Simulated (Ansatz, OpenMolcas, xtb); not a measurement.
## Redistribution: SiH3F + SiH(SiH3)F2 → SiH3(SiH3) + SiHF3

Species: SiH3F `F[SiH3]`, singlet; SiH(SiH3)F2, singlet; SiH3(SiH3) (disilane), singlet; SiHF3 `F[SiH](F)F`, singlet. The partners trade F for SiH3; both sit on Si, so the bond types are kept.

Shapes, held fixed at every level: PBE0-D4/def2-TZVP. Programs: Ansatz 0.2.0, OpenMolcas 26.06, xtb 6.7.1. The zero-point and thermal change to 298 K, harmonic and unscaled (PBE0-D4/def2-TZVP), is -0.8 kJ/mol.

| level | kind | ΔH(298 K) (kJ/mol) | less CCSD(T)/CBS estimate |
| --- | --- | --- | --- |
| GFN2-xTB | semi-empirical | +31.3 | +79.9 |
| SPW92/def2-TZVPP | LDA | -53.4 | -4.8 |
| B3LYP/6-31G* (Cartesian functions) | global hybrid | -44.8 | +3.8 |
| BHLYP-D4/def2-TZVPP | global hybrid | -45.0 | +3.6 |
| wB97M-V/def2-TZVPP | range-separated hybrid | -47.1 | +1.5 |
| B2PLYP/def2-TZVPP | double hybrid | -45.8 | +2.8 |
| CCSD/def2-SVP | coupled cluster or CI | -49.8 | -1.2 |
| CCSD/def2-TZVPP | coupled cluster or CI | -50.9 | -2.3 |
| CCSD(T)/CBS estimate | coupled cluster or CI | -48.6 | 0.0 |

The highest level, CCSD(T)/CBS estimate, gives ΔH(298 K) = -48.6 kJ/mol; the levels span -53.4 to +31.3. They disagree on the sign: 1 of 9 are positive. GFN2-xTB strays far from the other rows. The column of differences is taken from that level and isn't an error. No measured value is set beside it here. The CBS estimate extrapolates MP2 from def2-TZVPP and def2-QZVPP and adds CCSD(T) − MP2 in the triple-zeta set, cores frozen.

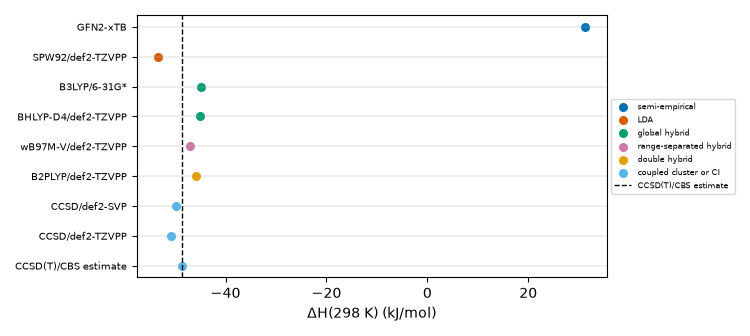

The values of the table, level by level.
